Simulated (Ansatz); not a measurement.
Profile along the C–Ti line in TiC (rock salt)

TiC (rock salt)

Space group Fm-3m (No. 225); a = 4.293 Å, b = 4.293 Å, c = 4.293 Å, α = 90.00°, β = 90.00°, γ = 90.00°

```json
[
 {"atom": "C", "site": "4a", "symmetry": "m-3m", "x": "0.0000", "y": "0.0000", "z": "0.0000"},
 {"atom": "Ti", "site": "4b", "symmetry": "m-3m", "x": "0.5000", "y": "0.5000", "z": "0.5000"}
]
```
(The calculation used a cell of 2 atoms; values per cell refer to that cell.)

Fields along a shortest C–Ti line of a {110} plane (2.15 Å), from C to Ti, interpolated on the slice's grid (step about 0.2 Å). Level of theory: PBEsol (plane waves to 420 eV, PAW, scalar-relativistic; Ansatz, a quantum-chemistry and plane-wave program). k mesh 19×19×19. These are valence fields of a PAW run, semicore shells included where kept as valence: close to a nucleus they are smooth pseudo fields. The PAW data are Ansatz's earlier set. TiC is run without spin polarisation. TiC was relaxed with its symmetry unable to fall.

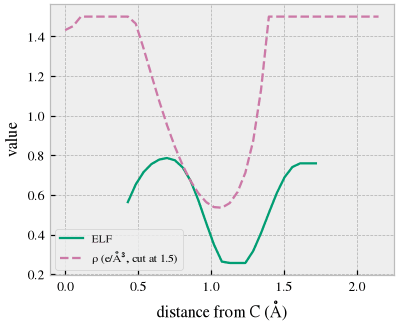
Figure. ELF (away from the nuclei) and valence density from C to Ti.

Density on the C–Ti line (2.15 Å) at its midpoint: 0.54 e/Å³. ELF at that point: 0.26.
